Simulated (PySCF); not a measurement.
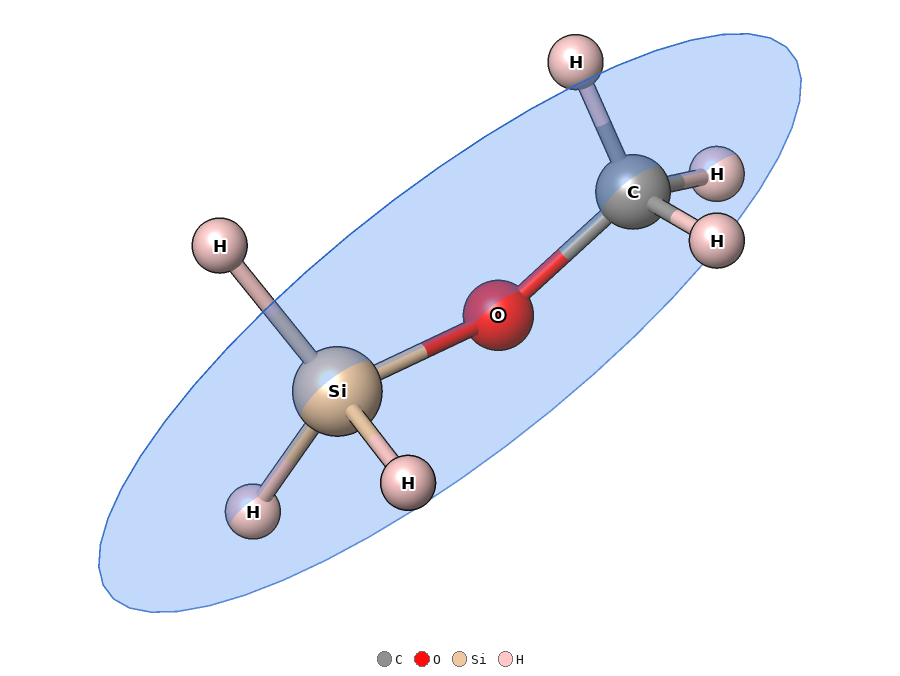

All proper rotation axes (lines) and mirror planes (discs) of the structure are drawn in. Distant atoms are faded towards the background colour. The geometry was computed by an optimisation with GFN2-xTB. No frequency run is at hand to confirm it as a minimum.

Name the symmetry elements and the point group.

It has 1 mirror plane. Point group Cs. The group has 2 operations. The geometry is achiral, and symmetry allows a dipole moment.
